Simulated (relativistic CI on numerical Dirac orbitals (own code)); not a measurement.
# Cr²⁺: one ion under different settings

Aim: see what numerical and physical settings do to the SCF, the total energy and the lowest levels of Cr²⁺.

The numbers are computed with relativistic CI on numerical Dirac orbitals (own code) version 3 (Dirac-Coulomb-Breit CI, KLI orbitals optimised for each configuration, model QED (radiative potential, 1s self-energy scaled to tabulated hydrogen-like ionisation energies), numerical settings as typed), except any that are marked as measured or tabulated.

## Step 1: What is computed

* ion: Cr²⁺ (Cr III)
* nuclear charge: 24
* electrons: 22
* isotope: A = 52

## Step 2: The usual input

Settings of the run:

```ini
atom Cr  Z=24  charge=2  electrons=22
nucleus A=52  rms_radius_fm=3.6452
hamiltonian dirac-coulomb  breit=on  qed=on  c_scale=1
orbitals kli  potential=per-configuration
slater_scale 1
correlation none
mixing on
grid step=0.0125 r_max=34.3
scf mixing=0.4 start=green max_iterations=150 tolerance=2e-08 node_fill=0.05
configurations
  [Ar] 3d4
end
```

On the command line:

```
$ python run_levels.py task.json out
```

task.json lists these runs, among others, and the program works through them in turn.

Results of the run (chosen fields of its result record, rounded):

```text
status: converged
levels [i, E_cm, J2, conf, term, w_term, w_jj]:
  - [0, 0, 0, "3d4", "5D", 0.9994, 0.6799]
  - [1, 57.747265, 2, "3d4", "5D", 0.9996, 0.5004]
  - [2, 170.75998, 4, "3d4", "5D", 0.9997, 0.6641]
  - [3, 334.75717, 6, "3d4", "5D", 0.9998, 0.4675]
  - [4, 544.44336, 8, "3d4", "5D", 0.9996, 0.4588]
  - [5, 19549.431, 8, "3d4", "3H", 0.9966, 0.4266]
  - [6, 19655.895, 10, "3d4", "3H", 0.9974, 0.6877]
  - [7, 19773.197, 12, "3d4", "3H", 0.9991, 0.5712]
  - [8, 21308.132, 0, "3d4", "3P", 0.9977, 0.5933]
  - [9, 21663.163, 2, "3d4", "3P", 0.9993, 0.4668]
  - [10, 22298.385, 4, "3d4", "3P", 0.9989, 0.3716]
  - [11, 22534.288, 4, "3d4", "3F", 0.9993, 0.508]
  - [12, 22584.131, 6, "3d4", "3F", 0.9857, 0.4765]
  - [13, 22649.097, 8, "3d4", "3F", 0.9812, 0.3174]
  - "... 16 more rows left out ..."
total_energy [Ha]: -1048.4301479
n_levels_all: 34
overlap: 1.58368e-12
scf_iterations: [11]
orbital_energies [Ha]: {"1s": -216.967, "2s": -25.6214, "2p1/2": -21.9227, "2p3/2": -21.6051, "3s": -3.78502, "3p1/2": -2.75438, "3p3/2": -2.71729, "3d3/2": -1.12216, "3d5/2": -1.11868}
configurations [conf, odd, states, E_av_Ha, breit_Ha, qed_Ha]:
  - ["3d4", 0, 210, -1048.885642, 0.3558, 0.2373]
scf_steps of the first configuration [iteration, E_Ha, residual, outer_eigenvalue_Ha]:
  - [1, -1043.65928, 1.46, -2.328]
  - [2, -1048.338249, 0.498, -1.388]
  - [3, -1048.85142, 0.0748, -1.086]
  - [4, -1048.875049, 0.0621, -1.175]
  - [5, -1048.885489, 0.0133, -1.134]
  - [6, -1048.885597, 0.000895, -1.118]
  - [7, -1048.885622, 0.0004, -1.118]
  - [8, -1048.885643, 1.89e-05, -1.119]
  - [9, -1048.885643, 6.18e-06, -1.119]
  - [10, -1048.885642, 5.31e-08, -1.119]
  - [11, -1048.885642, 3.34e-09, -1.119]
```

It took 0.068 s on 1 thread of Intel Xeon Platinum 8488C, shared host.

## Step 3: Node fill 0

Changes to the settings of step 2:

```diff
@@ -8,3 +8,3 @@
 grid step=0.0125 r_max=34.3
-scf mixing=0.4 start=green max_iterations=150 tolerance=2e-08 node_fill=0.05
+scf mixing=0.4 start=green max_iterations=150 tolerance=2e-08 node_fill=0
 configurations
```

From the record:

```text
status: converged
levels [i, E_cm, J2, conf, term, w_term]:
  - [0, 0, 0, "3d4", "5D", 0.9994]
  - [1, 56.595882, 2, "3d4", "5D", 0.9996]
  - [2, 167.37539, 4, "3d4", "5D", 0.9998]
  - [3, 328.16713, 6, "3d4", "5D", 0.9998]
  - [4, 533.79372, 8, "3d4", "5D", 0.9996]
  - [5, 19626.317, 8, "3d4", "3H", 0.9968]
  - [6, 19730.085, 10, "3d4", "3H", 0.9976]
  - [7, 19844.424, 12, "3d4", "3H", 0.9992]
  - "... 22 more rows left out ..."
total_energy [Ha]: -1048.4298041
n_levels_all: 34
overlap: 1.53728e-12
scf_iterations: [11]
orbital_energies [Ha]: {"1s": -217.127, "2s": -25.6839, "2p1/2": -21.9914, "2p3/2": -21.6731, "3s": -3.79472, "3p1/2": -2.76463, "3p3/2": -2.72739, "3d3/2": -1.13133, "3d5/2": -1.1278}
configurations [conf, odd, states, E_av_Ha, breit_Ha, qed_Ha]:
  - ["3d4", 0, 210, -1048.885192, 0.3562, 0.2373]
scf_steps of the first configuration [iteration, E_Ha, residual, outer_eigenvalue_Ha]:
  - [1, -1043.65928, 1.45, -2.328]
  - [2, -1048.318073, 0.491, -1.395]
  - [3, -1048.85329, 0.0739, -1.095]
  - [4, -1048.870341, 0.0613, -1.183]
  - [5, -1048.884335, 0.0129, -1.143]
  - [6, -1048.885201, 0.00091, -1.127]
  - [7, -1048.885196, 0.000514, -1.127]
  - [8, -1048.885192, 1.58e-05, -1.128]
  - [9, -1048.885192, 4.98e-06, -1.128]
  - [10, -1048.885192, 3.89e-08, -1.128]
  - [11, -1048.885192, 1.65e-09, -1.128]
```

Run time: 0.072 s. Hardware: 1 thread of Intel Xeon Platinum 8488C, shared host.

## Step 4: Grid step 0.006, start potential bare, tolerance 1e-05

Changes to the settings of step 3:

```diff
@@ -7,4 +7,4 @@
 mixing on
-grid step=0.0125 r_max=34.3
-scf mixing=0.4 start=green max_iterations=150 tolerance=2e-08 node_fill=0
+grid step=0.006 r_max=34.3
+scf mixing=0.4 start=bare max_iterations=150 tolerance=1e-05 node_fill=0.05
 configurations
```

From the record:

```text
status: converged
levels [i, E_cm, J2, conf, term, w_term]:
  - [0, 0, 0, "3d4", "5D", 0.9994]
  - [1, 57.747643, 2, "3d4", "5D", 0.9996]
  - [2, 170.76109, 4, "3d4", "5D", 0.9997]
  - [3, 334.75933, 6, "3d4", "5D", 0.9998]
  - [4, 544.44686, 8, "3d4", "5D", 0.9996]
  - [5, 19549.388, 8, "3d4", "3H", 0.9966]
  - [6, 19655.853, 10, "3d4", "3H", 0.9974]
  - [7, 19773.156, 12, "3d4", "3H", 0.9991]
  - "... 22 more rows left out ..."
total_energy [Ha]: -1048.430196
n_levels_all: 34
overlap: 8.23191e-14
scf_iterations: [13]
orbital_energies [Ha]: {"1s": -216.967, "2s": -25.6214, "2p1/2": -21.9227, "2p3/2": -21.6051, "3s": -3.78501, "3p1/2": -2.75437, "3p3/2": -2.71729, "3d3/2": -1.12216, "3d5/2": -1.11867}
configurations [conf, odd, states, E_av_Ha, breit_Ha, qed_Ha]:
  - ["3d4", 0, 210, -1048.885691, 0.3558, 0.2373]
scf_steps of the first configuration [iteration, E_Ha, residual, outer_eigenvalue_Ha]:
  - [1, -941.8245679, 7.19, -32.03]
  - [2, -1015.308525, 4.28, -15.39]
  - [3, -1037.765966, 2.3, -0.9328]
  - [4, -1043.674735, 1.48, -1.174]
  - [5, -1046.769688, 0.791, -1.797]
  - [6, -1048.820416, 0.14, -1.273]
  - [7, -1048.872091, 0.0699, -1.2]
  - [8, -1048.885488, 0.00906, -1.136]
  - [9, -1048.885739, 0.00917, -1.13]
  - [10, -1048.88567, 0.000953, -1.121]
  - [11, -1048.885685, 0.000314, -1.119]
  - [12, -1048.885695, 0.000142, -1.119]
  - [13, -1048.885691, 3.61e-06, -1.119]
```

It took 0.16 s on 1 thread of Intel Xeon Platinum 8488C, shared host.

## Step 5: Iteration limit 30, potential mixing 0.2

Changes to the settings of step 4:

```diff
@@ -7,4 +7,4 @@
 mixing on
-grid step=0.006 r_max=34.3
-scf mixing=0.4 start=bare max_iterations=150 tolerance=1e-05 node_fill=0.05
+grid step=0.0125 r_max=34.3
+scf mixing=0.2 start=green max_iterations=30 tolerance=2e-08 node_fill=0.05
 configurations
```

From the record:

```text
status: converged
levels [i, E_cm, J2, conf, term, w_term]:
  - [0, 0, 0, "3d4", "5D", 0.9994]
  - [1, 57.747265, 2, "3d4", "5D", 0.9996]
  - [2, 170.75998, 4, "3d4", "5D", 0.9997]
  - [3, 334.75717, 6, "3d4", "5D", 0.9998]
  - [4, 544.44335, 8, "3d4", "5D", 0.9996]
  - [5, 19549.431, 8, "3d4", "3H", 0.9966]
  - [6, 19655.895, 10, "3d4", "3H", 0.9974]
  - [7, 19773.197, 12, "3d4", "3H", 0.9991]
  - "... 22 more rows left out ..."
total_energy [Ha]: -1048.4301479
n_levels_all: 34
overlap: 1.5852e-12
scf_iterations: [13]
orbital_energies [Ha]: {"1s": -216.967, "2s": -25.6214, "2p1/2": -21.9227, "2p3/2": -21.6051, "3s": -3.78502, "3p1/2": -2.75438, "3p3/2": -2.71729, "3d3/2": -1.12216, "3d5/2": -1.11868}
configurations [conf, odd, states, E_av_Ha, breit_Ha, qed_Ha]:
  - ["3d4", 0, 210, -1048.885642, 0.3558, 0.2373]
scf_steps of the first configuration [iteration, E_Ha, residual, outer_eigenvalue_Ha]:
  - [1, -1043.65928, 1.46, -2.328]
  - [2, -1046.516439, 1, -1.822]
  - [3, -1048.774004, 0.107, -1.037]
  - [4, -1048.82719, 0.0938, -1.077]
  - [5, -1048.881492, 0.0372, -1.159]
  - [6, -1048.885183, 0.0178, -1.139]
  - [7, -1048.885598, 0.000725, -1.118]
  - [8, -1048.885622, 0.000261, -1.119]
  - [9, -1048.885644, 3.62e-05, -1.119]
  - [10, -1048.885643, 2.05e-05, -1.119]
  - [11, -1048.885642, 2.5e-07, -1.119]
  - [12, -1048.885642, 1.71e-07, -1.119]
  - [13, -1048.885642, 1.58e-09, -1.119]
```

Wall time 0.069 s (1 thread of Intel Xeon Platinum 8488C, shared host).

## Step 6: End of the grid 102.9

Changes to the settings of step 5:

```diff
@@ -7,4 +7,4 @@
 mixing on
-grid step=0.0125 r_max=34.3
-scf mixing=0.2 start=green max_iterations=30 tolerance=2e-08 node_fill=0.05
+grid step=0.0125 r_max=102.9
+scf mixing=0.4 start=green max_iterations=150 tolerance=2e-08 node_fill=0.05
 configurations
```

From the record:

```text
status: converged
levels [i, E_cm, J2, conf, term, w_term]:
  - [0, 0, 0, "3d4", "5D", 0.9994]
  - [1, 57.747265, 2, "3d4", "5D", 0.9996]
  - [2, 170.75998, 4, "3d4", "5D", 0.9997]
  - [3, 334.75717, 6, "3d4", "5D", 0.9998]
  - [4, 544.44336, 8, "3d4", "5D", 0.9996]
  - [5, 19549.431, 8, "3d4", "3H", 0.9966]
  - [6, 19655.895, 10, "3d4", "3H", 0.9974]
  - [7, 19773.197, 12, "3d4", "3H", 0.9991]
  - "... 22 more rows left out ..."
total_energy [Ha]: -1048.4301479
n_levels_all: 34
overlap: 1.58284e-12
scf_iterations: [11]
orbital_energies [Ha]: {"1s": -216.967, "2s": -25.6214, "2p1/2": -21.9227, "2p3/2": -21.6051, "3s": -3.78502, "3p1/2": -2.75438, "3p3/2": -2.71729, "3d3/2": -1.12216, "3d5/2": -1.11868}
configurations [conf, odd, states, E_av_Ha, breit_Ha, qed_Ha]:
  - ["3d4", 0, 210, -1048.885642, 0.3558, 0.2373]
scf_steps of the first configuration [iteration, E_Ha, residual, outer_eigenvalue_Ha]:
  - [1, -1043.65928, 1.46, -2.328]
  - [2, -1048.338249, 0.498, -1.388]
  - [3, -1048.85142, 0.0748, -1.086]
  - [4, -1048.875049, 0.0621, -1.175]
  - [5, -1048.885489, 0.0133, -1.134]
  - [6, -1048.885597, 0.000895, -1.118]
  - [7, -1048.885622, 0.0004, -1.118]
  - [8, -1048.885643, 1.89e-05, -1.119]
  - [9, -1048.885643, 6.18e-06, -1.119]
  - [10, -1048.885642, 5.31e-08, -1.119]
  - [11, -1048.885642, 3.33e-09, -1.119]
```

Run time: 0.065 s. Hardware: 1 thread of Intel Xeon Platinum 8488C, shared host.

## Step 7: Node fill 5

Changes to the settings of step 6:

```diff
@@ -7,4 +7,4 @@
 mixing on
-grid step=0.0125 r_max=102.9
-scf mixing=0.4 start=green max_iterations=150 tolerance=2e-08 node_fill=0.05
+grid step=0.0125 r_max=34.3
+scf mixing=0.4 start=green max_iterations=75 tolerance=2e-08 node_fill=5
 configurations
```

From the record:

```text
status: converged
levels [i, E_cm, J2, conf, term, w_term]:
  - [0, 0, 0, "3d4", "5D", 0.9987]
  - [1, 80.75852, 2, "3d4", "5D", 0.999]
  - [2, 237.85668, 4, "3d4", "5D", 0.9994]
  - [3, 464.09492, 6, "3d4", "5D", 0.9996]
  - [4, 751.19783, 8, "3d4", "5D", 0.9992]
  - [5, 17620.983, 8, "3d4", "3H", 0.9925]
  - [6, 17782.587, 10, "3d4", "3H", 0.9946]
  - [7, 17958.439, 12, "3d4", "3H", 0.9981]
  - "... 22 more rows left out ..."
total_energy [Ha]: -1048.2134846
n_levels_all: 34
overlap: 8.8008e-13
scf_iterations: [13]
orbital_energies [Ha]: {"1s": -214.405, "2s": -24.6648, "2p1/2": -20.8295, "2p3/2": -20.5242, "3s": -3.55058, "3p1/2": -2.52402, "3p3/2": -2.48947, "3d3/2": -0.954495, "3d5/2": -0.951744}
configurations [conf, odd, states, E_av_Ha, breit_Ha, qed_Ha]:
  - ["3d4", 0, 210, -1048.673136, 0.3479, 0.2361]
scf_steps of the first configuration [iteration, E_Ha, residual, outer_eigenvalue_Ha]:
  - [1, -1043.65928, 1.77, -2.328]
  - [2, -1048.692094, 0.6, -1.237]
  - [3, -1048.558531, 0.0911, -0.9216]
  - [4, -1048.772391, 0.0781, -1.01]
  - [5, -1048.696264, 0.0191, -0.9724]
  - [6, -1048.675592, 0.00213, -0.9542]
  - [7, -1048.672671, 0.000317, -0.9514]
  - [8, -1048.67311, 3.15e-05, -0.9517]
  - [9, -1048.673147, 9.1e-06, -0.9517]
  - [10, -1048.673139, 2.04e-06, -0.9517]
  - [11, -1048.673137, 3.96e-07, -0.9517]
  - [12, -1048.673136, 3.13e-08, -0.9517]
  - [13, -1048.673136, 9.41e-09, -0.9517]
```

Wall time 0.077 s (1 thread of Intel Xeon Platinum 8488C, shared host).

A bad setting: its result is shown only for the comparison.

## Step 8: Tolerance 0.01

Changes to the settings of step 7:

```diff
@@ -8,3 +8,3 @@
 grid step=0.0125 r_max=34.3
-scf mixing=0.4 start=green max_iterations=75 tolerance=2e-08 node_fill=5
+scf mixing=0.4 start=green max_iterations=86 tolerance=0.01 node_fill=0.05
 configurations
```

From the record:

```text
status: converged
levels [i, E_cm, J2, conf, term, w_term]:
  - [0, 0, 0, "3d4", "5D", 0.9994]
  - [1, 57.846884, 2, "3d4", "5D", 0.9996]
  - [2, 171.05281, 4, "3d4", "5D", 0.9997]
  - [3, 335.32743, 6, "3d4", "5D", 0.9998]
  - [4, 545.36532, 8, "3d4", "5D", 0.9996]
  - [5, 19537.175, 8, "3d4", "3H", 0.9966]
  - [6, 19643.883, 10, "3d4", "3H", 0.9974]
  - [7, 19761.454, 12, "3d4", "3H", 0.9991]
  - "... 22 more rows left out ..."
total_energy [Ha]: -1048.4300271
n_levels_all: 34
overlap: 1.58818e-12
scf_iterations: [6]
orbital_energies [Ha]: {"1s": -216.965, "2s": -25.6199, "2p1/2": -21.9212, "2p3/2": -21.6036, "3s": -3.78371, "3p1/2": -2.75315, "3p3/2": -2.71607, "3d3/2": -1.12118, "3d5/2": -1.1177}
configurations [conf, odd, states, E_av_Ha, breit_Ha, qed_Ha]:
  - ["3d4", 0, 210, -1048.885597, 0.3558, 0.2373]
scf_steps of the first configuration [iteration, E_Ha, residual, outer_eigenvalue_Ha]:
  - [1, -1043.65928, 1.46, -2.328]
  - [2, -1048.338249, 0.498, -1.388]
  - [3, -1048.85142, 0.0748, -1.086]
  - [4, -1048.875049, 0.0621, -1.175]
  - [5, -1048.885489, 0.0133, -1.134]
  - [6, -1048.885597, 0.000895, -1.118]
```

Run time: 0.086 s. Hardware: 1 thread of Intel Xeon Platinum 8488C, shared host.

A bad setting: its result is shown only for the comparison.

## Step 9: The runs side by side

| setting | total energy less usual (Ha) | largest shift of a level among the lowest eight of both runs, same label and place (cm⁻¹) | SCF iterations | time | lowest level | kind of change |
| --- | --- | --- | --- | --- | --- | --- |
| usual | 0 | 0 | 11 | 0.068 s | 3d4 5D0 | - |
| node fill 0 | 0.000344 | 76.9 | 11 | 0.072 s | 3d4 5D0 | numerical |
| grid step 0.006, start potential bare, tolerance 1e-05 | -4.81e-05 | 0.0427 | 13 | 0.16 s | 3d4 5D0 | numerical |
| iteration limit 30, potential mixing 0.2 | 0 | 0 | 13 | 0.069 s | 3d4 5D0 | numerical |
| end of the grid 102.9 | 0 | 0 | 11 | 0.065 s | 3d4 5D0 | numerical |
| node fill 5 | 0.217 | 1930 | 13 | 0.077 s | 3d4 5D0 | unsound |
| tolerance 0.01 | 0.000121 | 12.3 | 6 | 0.086 s | 3d4 5D0 | unsound |

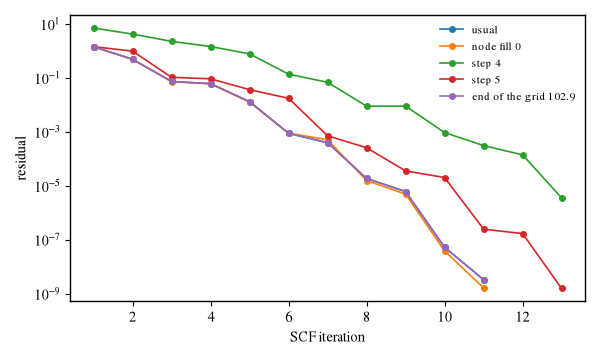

Residual of the first configuration's SCF.

## Step 10: Outcome

| quantity | value |
| --- | --- |
| lowest level, usual settings | 3d4 5D0 |
| total energy | -1048.4301 Ha |
| first excitation | 57.7 cm⁻¹ |

Among the runs whose levels can be followed, they move most under «node fill 5» (unsound), by up to 1930 cm⁻¹. No visible change in the result comes from «iteration limit 30, potential mixing 0.2» or «end of the grid 102.9». Only the listed configurations are in the model. Near neutrality, missing correlation can shift configurations against each other by thousands of cm⁻¹.
